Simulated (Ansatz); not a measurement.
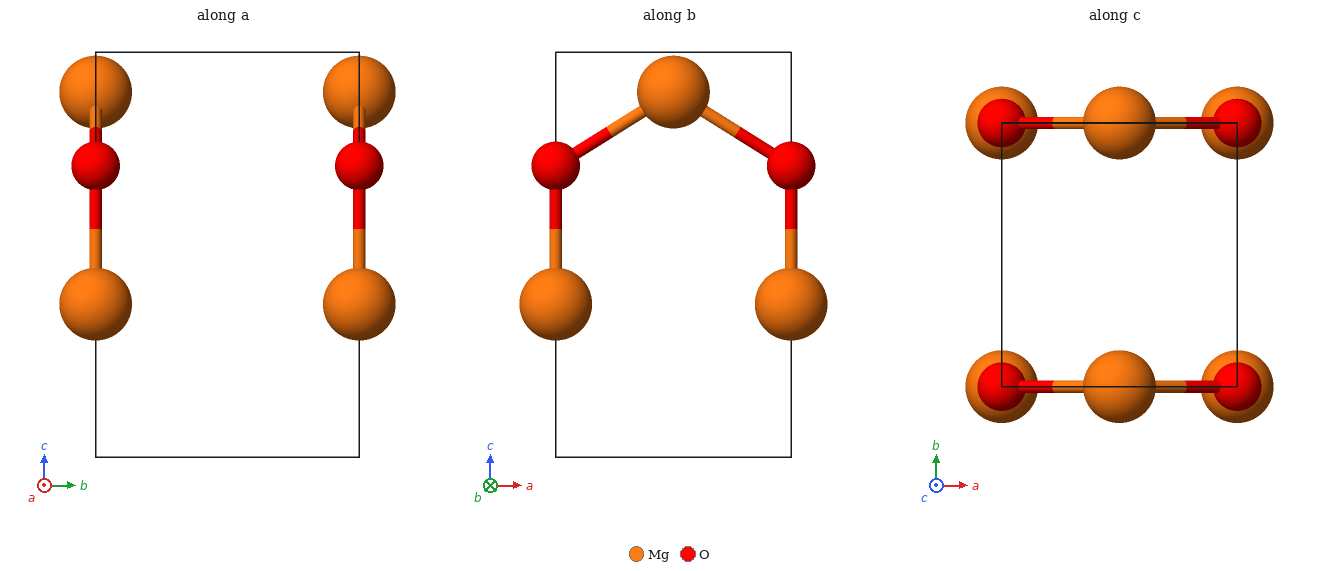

Shown here is a ball-and-stick view of the crystal, taken along the a axis, along the b axis and along the c axis. The frame is the conventional unit cell; atoms at its boundary are shown with their periodic copies.

Lattice parameters: a = 3.227 Å, b = 3.614 Å, c = 5.550 Å, α = 90.00°, β = 90.00°, γ = 90.00°. Put a along x and b in the xy plane.

Record the structure as a POSCAR file, with free fractional coordinates to two decimals.

Answer.
```
Mg O
1.0
     3.227    0.000    0.000
     0.000    3.614    0.000
     0.000    0.000    5.550
Mg O
2 1
Direct
  0.00 0.00 0.38
  0.50 0.00 0.90
  0.00 0.00 0.72
```

Origin of the cell: a structure type filled with these elements by a generator (whether the compound takes this form wasn't checked). Relaxation method: Ansatz 0.2.0, DFT PBE, scalar-relativistic, plane waves, PAW.
